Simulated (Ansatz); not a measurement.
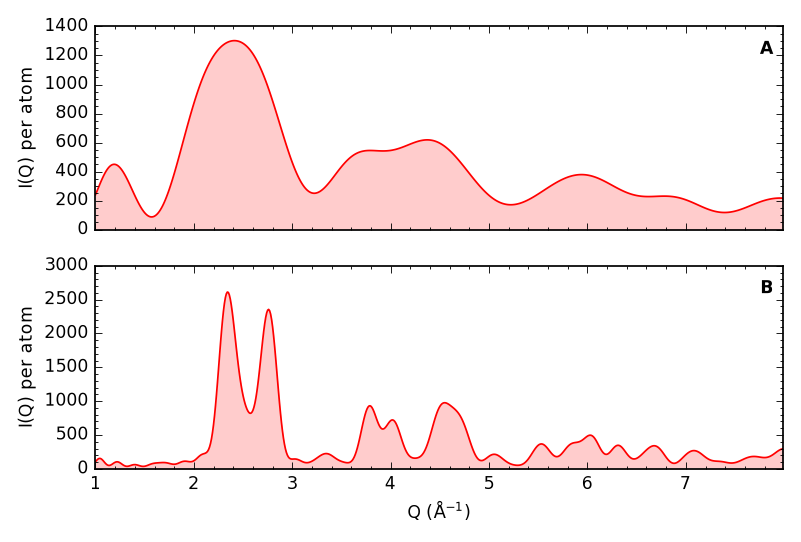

X-ray scattering of spheres cut from the crystal structure of ZrAg₂N₂ (P-3m1, a = 3.315 Å, b = 3.315 Å, c = 7.449 Å, α = 90.00°, β = 90.00°, γ = 120.00°), calculated atom by atom with the Debye equation (B = 0.5 Å², no relaxation of the surface). Basis of the simulation: the geometry relaxed with DFT PBE, scalar-relativistic, plane waves, PAW (Ansatz 0.2.0); the starting structure was generated, so it need not be a known form of this composition.

### The spheres are 10 and 36 Å across. Which curve is which?

curve A: 10 Å (31 atoms); curve B: 36 Å (1709 atoms). Peak widths go roughly as 2π/D, so the largest sphere has the sharpest peaks.

### Index the main peaks of the largest sphere.

Q ≈ 2.34 Å⁻¹: 101; Q ≈ 2.76 Å⁻¹: 102/012; Q ≈ 3.34 Å⁻¹: 103/013 + 004; Q ≈ 3.79 Å⁻¹: 110; Q ≈ 4.02 Å⁻¹: 104/014; Q ≈ 4.55 Å⁻¹: 021 + 113.
